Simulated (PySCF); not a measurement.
# C8H8, SMILES `C=C1C=CC=CC=C1`: electronic structure

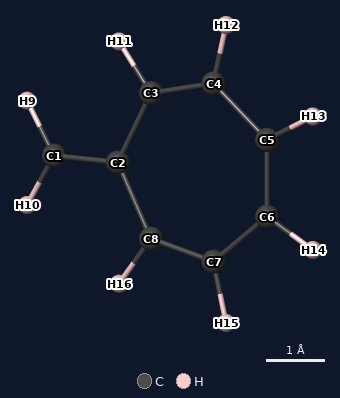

The molecule, with its atoms numbered as below. No frequency check shows the geometry to be a minimum.

Cartesian coordinates (Å):

```
C1       2.6146   -0.0002    0.0000
C2       1.2689    0.0003    0.0000
C3       0.5717   -1.2752    0.0000
C4      -0.7414   -1.5607    0.0000
C5      -1.8704   -0.6734    0.0000
C6      -1.8704    0.6734    0.0000
C7      -0.7414    1.5606    0.0000
C8       0.5717    1.2752    0.0000
H9       3.1823   -0.9141    0.0000
H10      3.1822    0.9141    0.0000
H11      1.2482   -2.1228    0.0000
H12     -1.0076   -2.6114    0.0000
H13     -2.8330   -1.1703    0.0000
H14     -2.8330    1.1702    0.0000
H15     -1.0076    2.6113    0.0000
H16      1.2482    2.1228    0.0000
```

### 1. Bonding charge

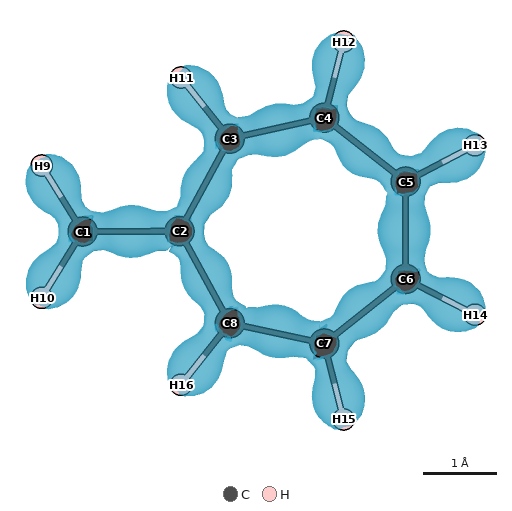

Deformation density (molecule less spherical, spin-averaged free atoms at the same positions), surfaces at ±0.3 e/Å³; light blue: gain, orange: loss.

Computed with PySCF, HF/6-311+G**, geometry: GFN2-xTB.

Question: Describe the bonding that the map shows.

Answer: C3–C4 and C7–C8: +0.81 e/Å³ at the bond critical point (bond length 1.34 Å). C5–C6: +0.81 e/Å³ at the bond critical point (bond length 1.35 Å). C1–C2: +0.81 e/Å³ at the bond critical point (bond length 1.35 Å). C3–H11 and C8–H16: +0.75 e/Å³ at the bond critical point (bond length 1.08 Å). C5–H13 and C6–H14: +0.74 e/Å³ at the bond critical point (bond length 1.08 Å). C4–H12 and C7–H15: +0.74 e/Å³ at the bond critical point (bond length 1.08 Å). C1–H9 and C1–H10: +0.73 e/Å³ at the bond critical point (bond length 1.08 Å). C4–C5 and C6–C7: +0.70 e/Å³ at the bond critical point (bond length 1.44 Å). C2–C8 and C2–C3: +0.69 e/Å³ at the bond critical point (bond length 1.45 Å). In all, 4.3 electrons gather in the regions of gain relative to the promolecule.

### 2. Bond critical points

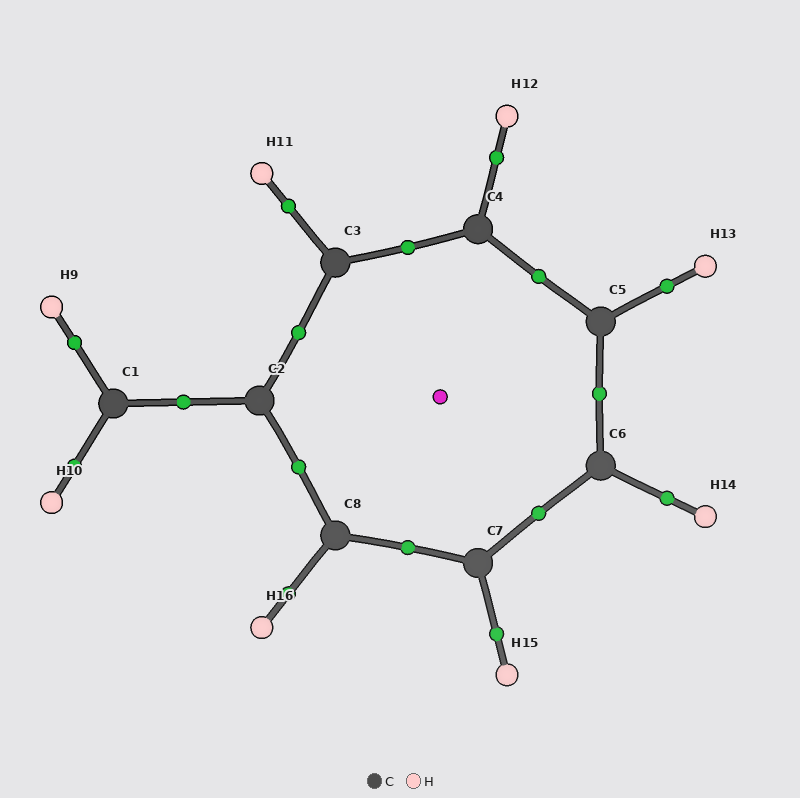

Molecular graph of the electron density (QTAIM): bond paths, bond critical points (green), ring points (magenta, if any); weak paths are dashed.

Question: How many critical points of each kind are there, and does the count close?

Answer: 16 nuclei, 16 bond, 1 ring and 0 cage critical points: 16 − 16 + 1 − 0 = 1, as the Poincaré–Hopf relation requires.

Question: What does the calculation give at each kind of bond critical point?

Answer:
| bond | length (Å) | ρ (a.u.) | ∇²ρ (a.u.) | ε | H (a.u.) |
| --- | --- | --- | --- | --- | --- |
| C3–C4 (2 alike) | 1.344 | 0.344 | −1.10 | 0.38 | −0.402 |
| C1–C2 | 1.346 | 0.344 | −1.10 | 0.41 | −0.404 |
| C5–C6 | 1.347 | 0.343 | −1.10 | 0.37 | −0.399 |
| C4–C5 (2 alike) | 1.436 | 0.298 | −0.93 | 0.10 | −0.301 |
| C2–C8 (2 alike) | 1.453 | 0.291 | −0.89 | 0.08 | −0.286 |
| C3–H11 (2 alike) | 1.084 | 0.290 | −1.07 | 0.02 | −0.305 |
| C5–H13 (2 alike) | 1.083 | 0.290 | −1.07 | 0.02 | −0.305 |
| C1–H9 (2 alike) | 1.076 | 0.290 | −1.07 | 0.03 | −0.307 |
| C4–H12 (2 alike) | 1.084 | 0.289 | −1.07 | 0.02 | −0.304 |

Question: What kind of interaction is C1–H9?

Answer: Shared-shell (covalent): ρ = 0.290, ∇²ρ = −1.07, H = −0.307 a.u.

### 3. Local ionisation energy

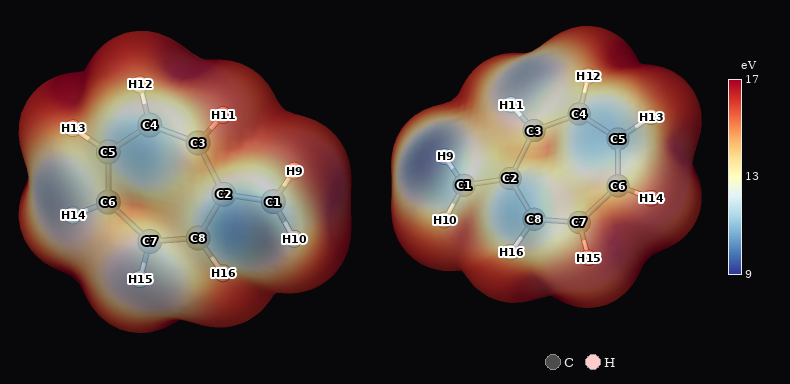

Average local ionisation energy on the surface of electron density 0.001 a.u. (back view left, front view right).

Question: Locate the minima of the map.

Answer: The lowest value is 10.0 eV, off the molecular plane, over C1 (2.1 Å), and at like points elsewhere. Further minima include 10.9 eV, off the C5–C6 bond (2.2 to 2.3 Å from its atoms), and at like points elsewhere. For comparison, the highest occupied orbital lies at −7.2 eV.

### 4. In an electric field

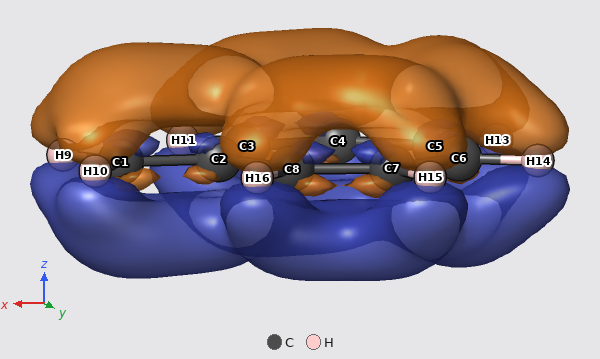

Change of the electron density in a uniform field of 0.51 V/Å, surfaces at ±0.002 e/Å³ (orange: gain, blue: loss).

Computed with PySCF, r2SCAN/def2-SVP, geometry: GFN2-xTB. A basis without diffuse functions makes polarisabilities too small.

Question: Along which Cartesian direction does the field point?

Answer: Along −z: electrons gather on the +z side, against the field.

Question: What dipole is induced, and what polarisability does it imply?

Answer: The induced dipole is 0.94 D (along the field); α along this axis, from the fields in both directions, is 37 bohr³ (5.5 Å³).

Question: Which atoms gain and lose the most charge?

Answer: Hardly any: no atom's Hirshfeld charge changes by as much as 0.002 e. The density shifts from one side of each atom to the other; 0.112 electrons are displaced in all.

The PySCF runs shown took 6 s and 2.1 min on 1 thread of Intel(R) Xeon(R) Platinum 8259CL CPU @ 2.50GHz (Skylake/Cascade Lake), on a shared host.
